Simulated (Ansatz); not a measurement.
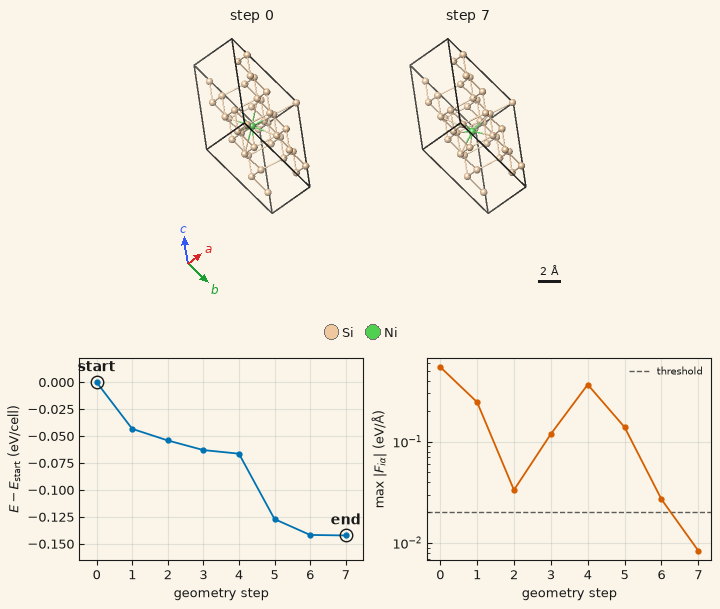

First and last geometry of a relaxation of a defect cell of composition Si32Ni, with the history of the run. A ball-and-stick model of the cell of the calculation (origin shifted), seen from a free direction.

Case: Ni interstitial, charge +0, atoms relaxed.

These are results of DFT PBE, scalar-relativistic, plane waves, PAW (Ansatz 0.2.0), not measurements. Settings: plane-wave cutoff 420 eV; k-point mesh 2 × 2 × 2; occupations gaussian; smearing width 0.02 eV; mesh shifted by (0.5, 0.5, 0.5); collinear spin; atoms relaxed in a fixed cell; force threshold 0.02 eV/Å; at most 60 steps.

Question: Did the run converge, and what did it change?

Answer: It converged. The atom that moves furthest is the Ni atom (0.68 Å roughly along +b). Largest moves by element: Ni 0.68 Å, Si 0.09 Å. The cell doesn't change. Some distances before and after: Ni–Si 2.469 → 3.139 Å, Ni–Si 2.736 → 3.281 Å, Ni–Si 2.776 → 3.282 Å, Ni–Si 2.871 → 3.281 Å. Among the angles between lasting bonds that change: Si–Ni–Si 128.7° → 160.7°, Si–Si–Ni 177.5° → 158.9°, Si–Ni–Si 90.6° → 109.1°. After 7 geometry steps the energy has fallen by 0.142 eV per cell of the calculation. The largest force component goes from 0.55 to 0.0084 eV/Å. The program noted that the starting moments weren't kept. Cost: 3.7 min on 8 threads of Intel(R) Xeon(R) Processor @ 2.50GHz (Skylake/Cascade Lake), with other jobs on the host, peak memory 2.7 GiB.

| step | E − E(0), meV/atom | largest force component, eV/Å |
| --- | --- | --- |
| 0 | 0.00 | 0.5489 |
| 1 | -1.31 | 0.2464 |
| 2 | -1.64 | 0.0333 |
| 3 | -1.91 | 0.1192 |
| 4 | -2.01 | 0.3675 |
| 5 | -3.85 | 0.1392 |
| 6 | -4.29 | 0.0270 |
| 7 | -4.31 | 0.0084 |
